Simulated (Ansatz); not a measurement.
**CH3Cl2Ga···HF: density, localisation and related maps**

| atom | x (Å) | y (Å) | z (Å) |
| --- | --- | --- | --- |
| Ga | -0.5084 | 0.3349 | -1.0526 |
| F | -0.7381 | -1.9543 | 0.9985 |
| Cl | 0.0411 | -0.6615 | -2.8670 |
| Cl | -2.4791 | 1.1730 | -1.0173 |
| H | -0.1357 | -1.3989 | 1.3946 |
| C | 0.7643 | 0.5747 | 0.4323 |
| H | 0.2325 | 0.7301 | 1.3821 |
| H | 1.4579 | -0.2765 | 0.4905 |
| H | 1.3654 | 1.4787 | 0.2389 |

Not at a stationary point (largest force 0.9 eV/Å).

Theory: RKS PBE0-D4/def2-SVP in Ansatz 0.2.0.

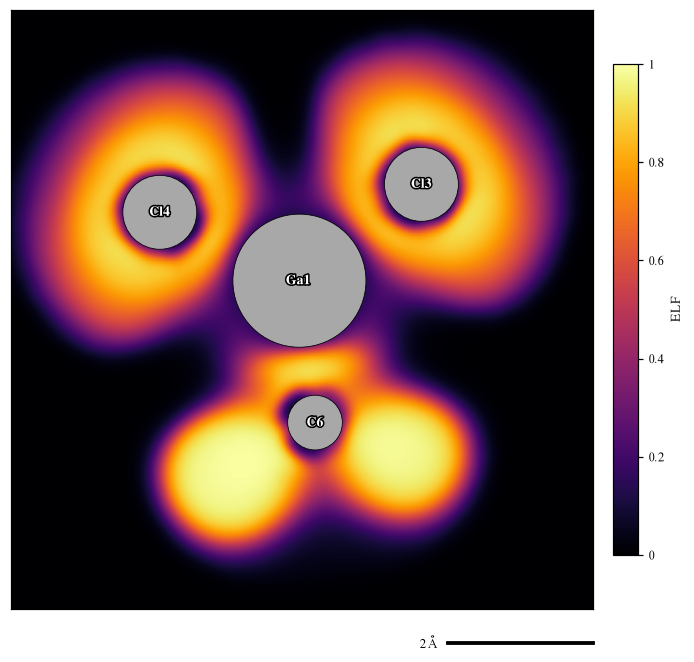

Figure 1. ELF on the plane of atoms Cl3, Ga1 and Cl4. Grey discs cover the atomic cores.

Interpret the plot.

Answer.
- Atoms in the plane: Ga, Cl and C.
- C–Ga (1.97 Å): the ELF peaks at about 0.90 in the valence shell of C, 0.7 Å from its nucleus, and is about 0.60 at the midpoint.
- Ga–Cl (2.14 Å): the ELF peaks at about 0.85 in the valence shell of Cl, 0.8 Å from its nucleus, and is about 0.55 at the midpoint.
- The ELF also peaks beside Cl4 and Cl3, away from the bonds: lone-pair regions.

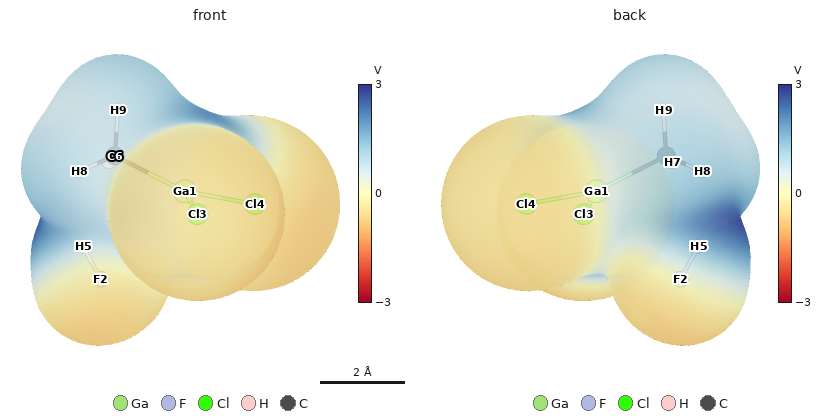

Figure 2. The molecular electrostatic potential painted on the density surface at 0.001 e/bohr³, seen from the front and from behind; red is negative and blue positive.

Which sites attract a positive test charge, and which a negative one?

Answer. A positive charge is drawn to the negative regions and a negative charge to the positive ones. The most negative region (about −0.8 V, or −18 kcal/mol for a unit charge) lies over Cl3 and Cl4, the most positive (about +2.7 V, or +62 kcal/mol for a unit charge) over H5.

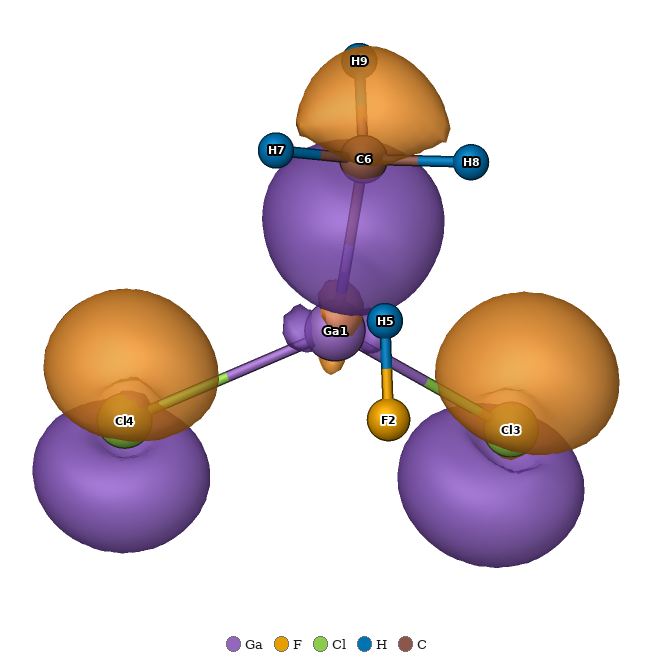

Figure 3. The HOMO at ±0.15 Å⁻³ᐟ² (orange and purple are the two phases), seen at an oblique angle.

Describe this orbital and give its energy.

Answer. It lies mainly on Cl3 (about 35 %), Cl4 (about 30 %), C6 (about 20 %) and Ga1 (about 10 %). Its energy is −8.73 eV.
